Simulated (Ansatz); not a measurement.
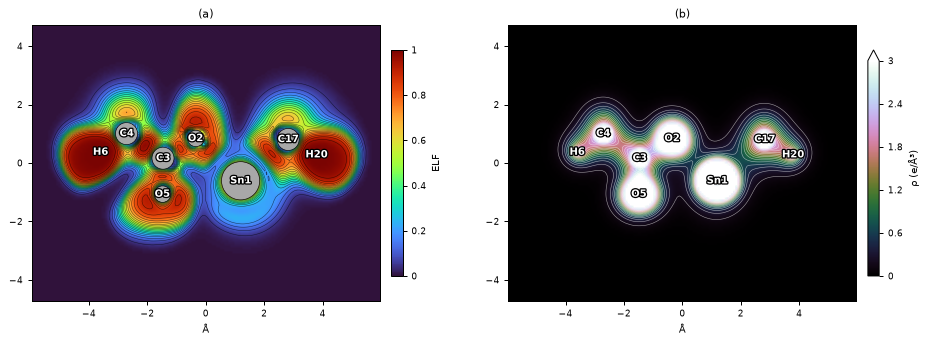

Figure. C5H12O2Sn (Sn(OAc)Me3). (a) ELF; (b) electron density on the plane of atoms C4, C3 and O5. Grey discs cover the atomic cores in the ELF map.

Geometry: r2SCAN-D4/def2-SVP; core potentials replace the inner electrons of Sn.

All numbers below come from Ansatz 0.2.0, RKS PBE0-D4/def2-TZVP.

Input file:

```
crystal:
  periodic: [false, false, false]
  atoms:
    - {symbol: Sn, position_ang: [-0.130325, -0.232050, -0.856486]}
    - {symbol: O, position_ang: [-0.288292, -0.482359, 1.231450]}
    - {symbol: C, position_ang: [0.312844, 0.556093, 1.758127]}
    - {symbol: C, position_ang: [0.324855, 0.589195, 3.263222]}
    - {symbol: O, position_ang: [0.822847, 1.430420, 1.057764]}
    - {symbol: H, position_ang: [0.834561, 1.490224, 3.623722]}
    - {symbol: H, position_ang: [0.828911, -0.311253, 3.645534]}
    - {symbol: H, position_ang: [-0.708507, 0.558956, 3.640148]}
    - {symbol: C, position_ang: [1.947187, -0.339866, -1.384692]}
    - {symbol: H, position_ang: [2.396304, 0.659312, -1.313348]}
    - {symbol: H, position_ang: [2.069208, -0.741211, -2.401592]}
    - {symbol: H, position_ang: [2.454605, -1.010575, -0.675579]}
    - {symbol: C, position_ang: [-1.248217, 1.516729, -1.403135]}
    - {symbol: H, position_ang: [-1.647136, 1.419076, -2.423595]}
    - {symbol: H, position_ang: [-0.603461, 2.402166, -1.329537]}
    - {symbol: H, position_ang: [-2.089231, 1.628619, -0.702917]}
    - {symbol: C, position_ang: [-1.180519, -2.044333, -1.367287]}
    - {symbol: H, position_ang: [-2.198920, -2.016251, -0.952788]}
    - {symbol: H, position_ang: [-0.652256, -2.913610, -0.948906]}
    - {symbol: H, position_ang: [-1.244448, -2.159282, -2.460105]}
basis:
  gaussian: {orbitals: def2-TZVP, initial_orbitals: start.molden}
hamiltonian: {xc: pbe0, dispersion: d4}
scf: {omitted_lower_state_checks: [starts]}
output: {orbitals: {seedname: orbitals}}
```

Launched as:

```sh
ansatz run in.yaml --threads 4 --pin off --events-out ev --progress --plain --max-ram 4787MiB
```

What does the map show?

- The section cuts through Sn, O, C and H sites.
- C–O (1.23 Å): ρ is about 3.2 e/Å³ halfway; the ELF peaks at about 0.85 between the atoms: a polar covalent bond.
- C–C (1.51 Å): ρ is about 1.8 e/Å³ halfway; the ELF peaks at about 1 between the atoms, as expected for a covalent bond.
- Sn–O (2.11 Å): ρ at the midpoint is about 0.61 e/Å³; the ELF peaks at about 0.90 in the valence shell of O, 0.7 Å from its nucleus, and drops to about 0.15 between the two atoms.
- C–Sn (2.16 Å): the density is about 0.7 e/Å³ at the midpoint; the ELF peaks at about 0.90 in the valence shell of C, 0.7 Å from its nucleus, and drops to about 0.20 between the two atoms.
- C–H (1.10 Å): ρ at the midpoint is about 2 e/Å³; the ELF climbs to about 1 towards the hydrogen, as it does in any bond to H; a covalent bond by its length.
- The ELF also peaks beside O5 and O2, away from the bonds: lone-pair regions.
